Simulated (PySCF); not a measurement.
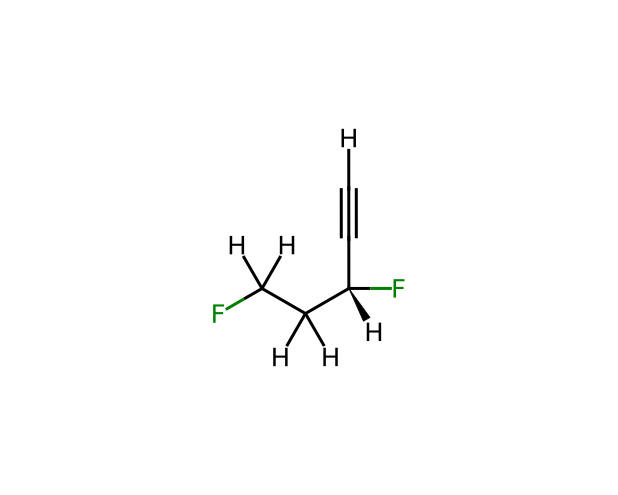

A structural formula.

**Transcribe the drawing into SMILES.**

C#C[C@H](F)CCF

**What is the molecular formula?**

C5H6F2.

The parts below concern this one geometry. Atoms keep their numbers from picture to picture. Computed geometry: PBE0-D3(BJ)/def2-SVP optimisation. No frequency run is at hand to confirm it as a minimum.

Geometry

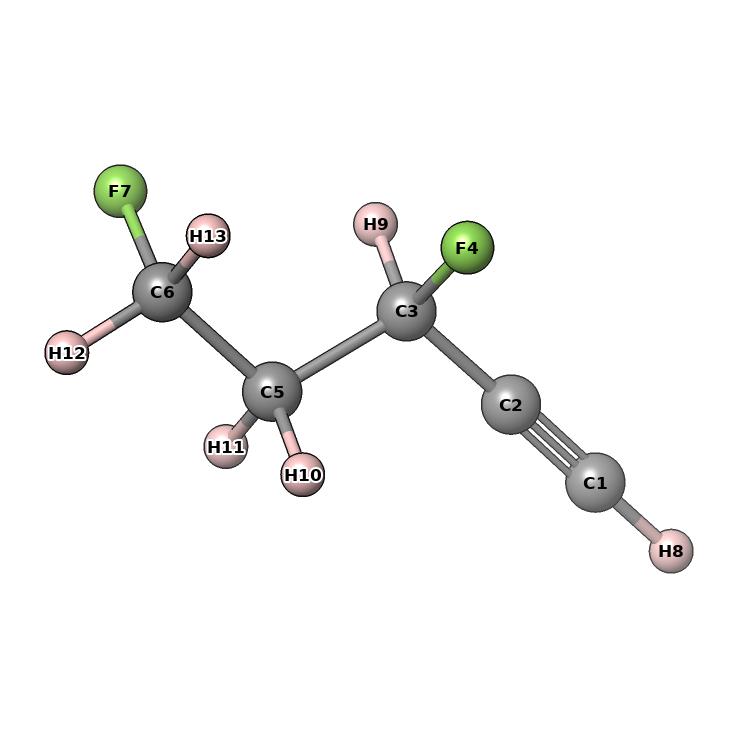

Atoms fade into the background with distance from the viewer. No frequency run is at hand to confirm it as a minimum.

**Find the stereocentres and stereogenic double bonds.**

Centres: C3.

**What are the Cahn–Ingold–Prelog descriptors?**

C3: R (priorities F4 > C2 > C5 > H9).

Levels of theory compared

No frequency run is at hand to confirm it as a minimum. Program: PySCF 2.14.0.

At this fixed geometry, give dipole (D), HOMO–LUMO gap (eV), HOMO energy (eV) at these levels: B3LYP/pcSseg-1; B97-2/pcSseg-1; BLYP/pcSseg-1; BP86/pcSseg-1; LDA/pcSseg-1; OPBE/pcSseg-1; PBE0/6-31G; PBE0/STO-3G; ωB97X-D/pcSseg-1.

```
           level  dipole (D)  HOMO–LUMO gap (eV)  HOMO energy (eV)
  B3LYP/pcSseg-1        2.10                7.90             −7.91
  B97-2/pcSseg-1        2.12                8.06             −7.90
   BLYP/pcSseg-1        1.95                6.02             −6.71
   BP86/pcSseg-1        1.98                6.03             −6.97
    LDA/pcSseg-1        2.05                5.91             −7.04
   OPBE/pcSseg-1        1.93                6.11             −6.81
      PBE0/6-31G        2.33                8.62             −7.98
     PBE0/STO-3G        1.10                9.63             −5.24
ωB97X-D/pcSseg-1        2.17               12.12            −10.07
```

Bond orders

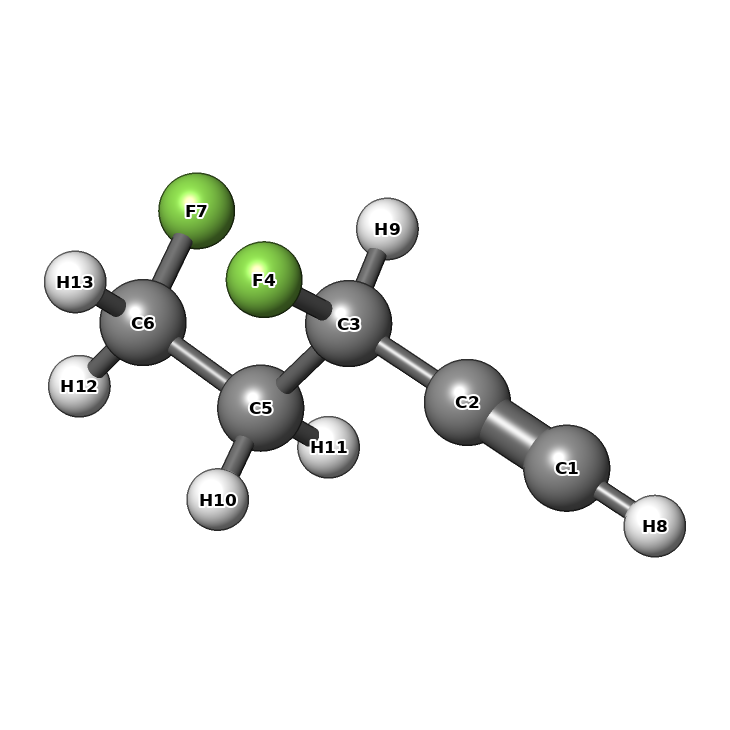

The thickness of each stick grows with its Mayer bond order. No frequency run is at hand to confirm it as a minimum. Level of theory: PBE0/STO-3G (PySCF 2.14.0).

**Which bond has the highest Mayer bond order?**

C1–C2, 2.91, at a length of 1.210 Å.

List the Mayer bond orders of C1–C2, C1–H8, C2–C3, C3–F4, C3–C5, C3–H9, C5–C6, C5–H10, C5–H11, C6–F7, C6–H12, C6–H13. Atoms whose distances differ by more than 0.02 Å in this geometry are listed apart.

| bond | Mayer order | length (Å) |
| --- | --- | --- |
| C1–C2 | 2.91 | 1.210 |
| C1–H8 | 0.98 | 1.075 |
| C2–C3 | 1.02 | 1.461 |
| C3–F4 | 0.99 | 1.382 |
| C3–C5 | 0.95 | 1.521 |
| C3–H9 | 0.92 | 1.104 |
| C5–C6 | 0.98 | 1.510 |
| C5–H10 | 0.96 | 1.102 |
| C5–H11 | 0.96 | 1.101 |
| C6–F7 | 1.02 | 1.376 |
| C6–H12 | 0.94 | 1.103 |
| C6–H13 | 0.94 | 1.102 |

NMR shielding

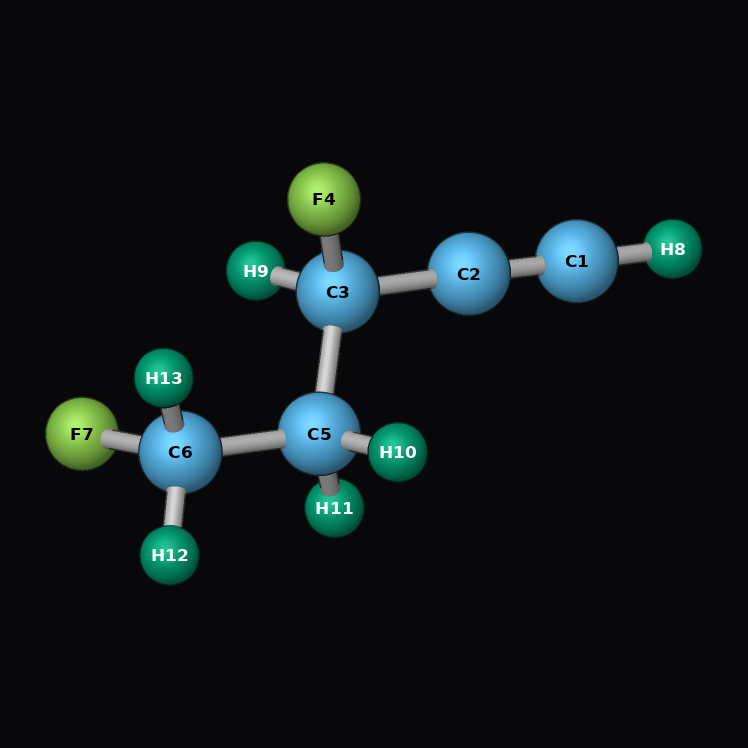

No frequency run is at hand to confirm it as a minimum. Method: GIAO HF/pcSseg-1 NMR shielding, non-relativistic, gas phase (PySCF 2.14.0). Principal shieldings σ11 ≤ σ22 ≤ σ33, span Ω = σ33 − σ11, skew κ = 3(σiso − σ22)/Ω.

**Which F atom has the most anisotropic shielding?**

F7, with a span of 78 ppm.

Give the shielding tensors of the F atoms.

```csv
atom,σ11,σ22,σ33,σiso,Ω,κ
F4,411.3,415.8,438.7,421.9,27.4,0.67
F7,410.5,462.6,488.5,453.8,78.0,−0.34
```

Shieldings and span in ppm.
